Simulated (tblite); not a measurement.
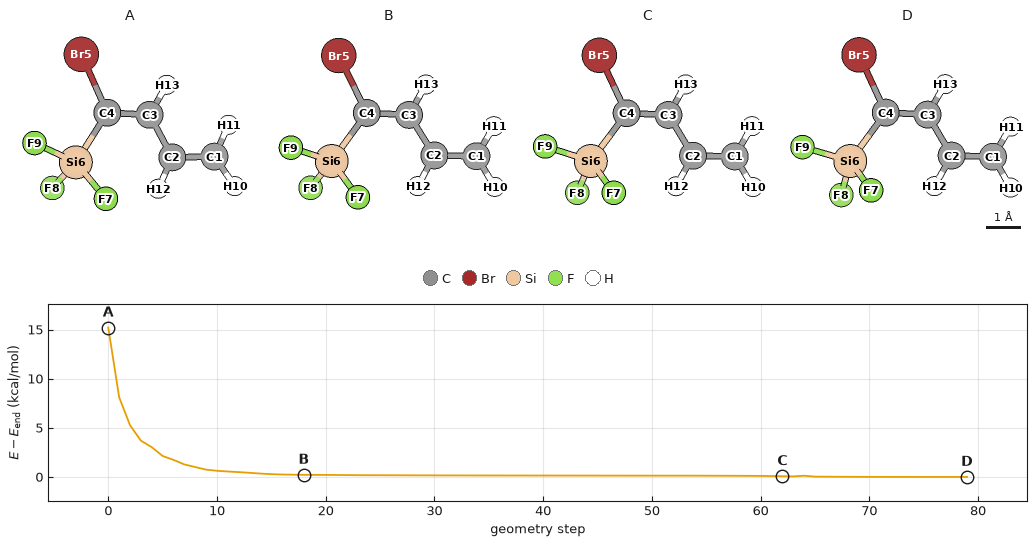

Frames of a relaxation of C4H4BrF3Si, marked on the history of the run. A ball-and-stick model, seen from a free direction.

Computed with GFN2-xTB geometry optimisation, gas phase (tblite 0.8.0). 

### What happens along the run?

The energy falls by 15.2 kcal/mol in 79 geometry steps. The largest move after the best rigid fit is that of F7, 0.54 Å. Largest moves by element: F 0.54 Å, Br 0.23 Å, H 0.21 Å, C 0.14 Å, Si 0.12 Å. Some distances before and after: Si6–F9 1.697 → 1.579 Å, Si6–F7 1.682 → 1.587 Å, Si6–F8 1.675 → 1.587 Å, C4–Si6 1.838 → 1.868 Å. Bond angles that change, for instance: C3–C2–H12 125.3° → 117.0°, C4–Si6–F9 105.3° → 113.4°, C1–C2–C3 116.6° → 122.6°. Groups turn about C4–Si6 by about 20°. Cost: 1.1 s on 1 thread of Arm Neoverse N1, with other jobs on the host. From step 0 to 18: F7 moves most (0.22 Å), energy −15.0 kcal/mol. From step 18 to 62: F9 moves most (0.30 Å), energy −0.15 kcal/mol. From step 62 to 79: F8 moves most (0.17 Å), energy −0.07 kcal/mol.
